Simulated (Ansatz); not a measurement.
# BClF (SMILES F[B]Cl) (doublet): what the fields show

```xyz
3

F     0.5111    1.0775    0.3890
B    -0.3662    0.2925   -0.1663
Cl   -0.1560   -1.4347   -0.2359
```

Theory: UKS PBE0-D4/def2-SVP (Ansatz).

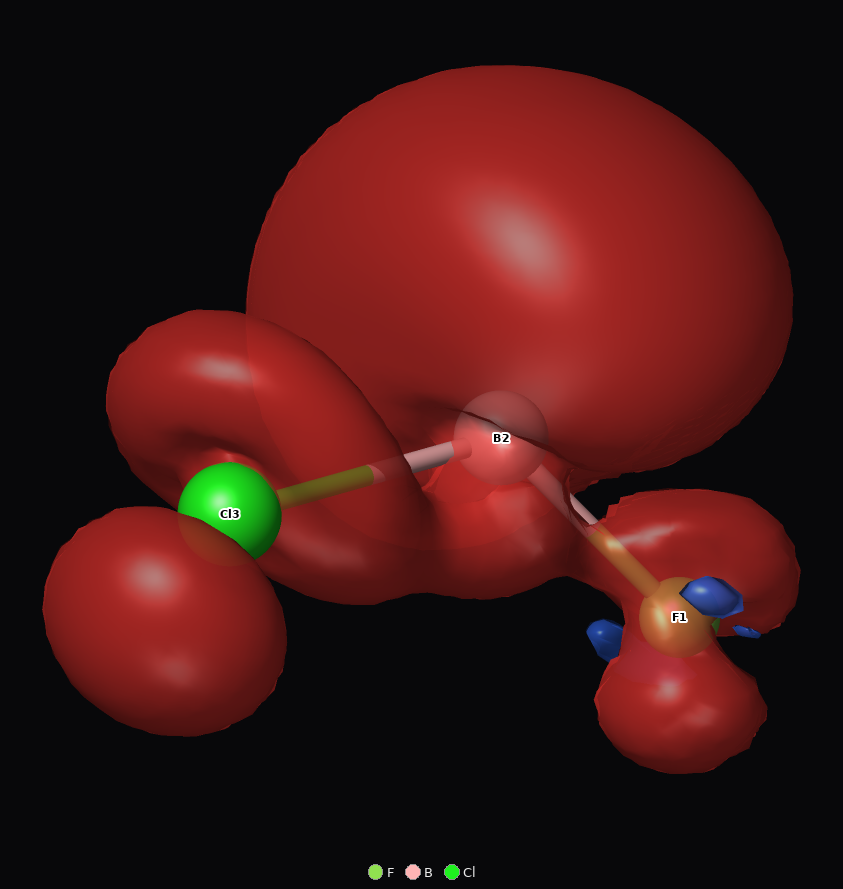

Figure 1. Isosurfaces of the spin density at +0.015 (red) and −0.015 e/Å³ (blue), seen at a tilt.

Describe the spin distribution.

The unpaired spin (1 electron) lies mostly on B2 (about 0.8), Cl3 (about 0.1) and F1 (about 0.1), in electrons by Hirshfeld's partition.

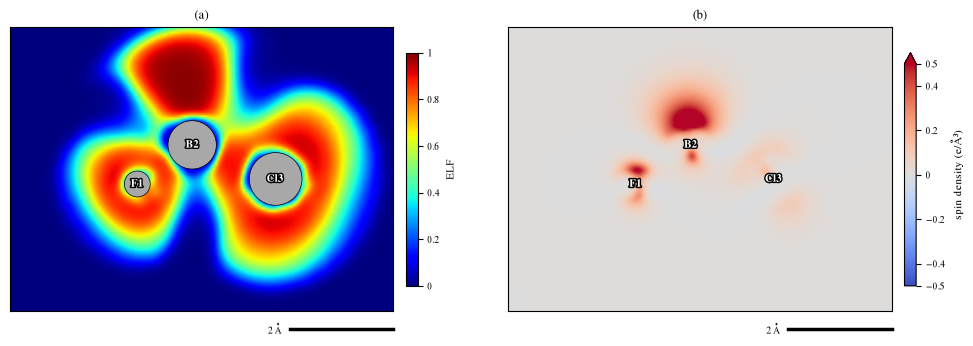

Figure 2. (a) ELF; (b) spin density (α minus β) on the molecular plane. Grey discs cover the atomic cores in the ELF map.

What do the fields say about this system?

Atoms in the plane: F, B and Cl.
B–F (1.30 Å): the ELF peaks at about 0.85 between the atoms; a shared but strongly polarised pair.
B–Cl (1.74 Å): the ELF peaks at about 0.90 between the atoms (a polar covalent bond).
The ELF also peaks beside Cl3, F1 and B2, away from the bonds: non-bonding electrons, paired or unpaired.

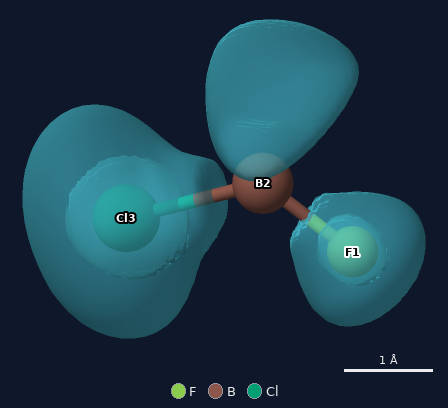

Figure 3. Isosurface of the electron localisation function at 0.75 (cyan), seen at a tilt. Only the valence region is drawn (cores and ρ < 0.01 e/Å³ removed).

What do the ELF domains correspond to?

At this value the surface marks out one region on Cl in which the atom's valence shell and bonds are merged, one region on F in which the atom's valence shell and bonds are merged and one lobe on B, pointing away from the bonds (non-bonding electrons).
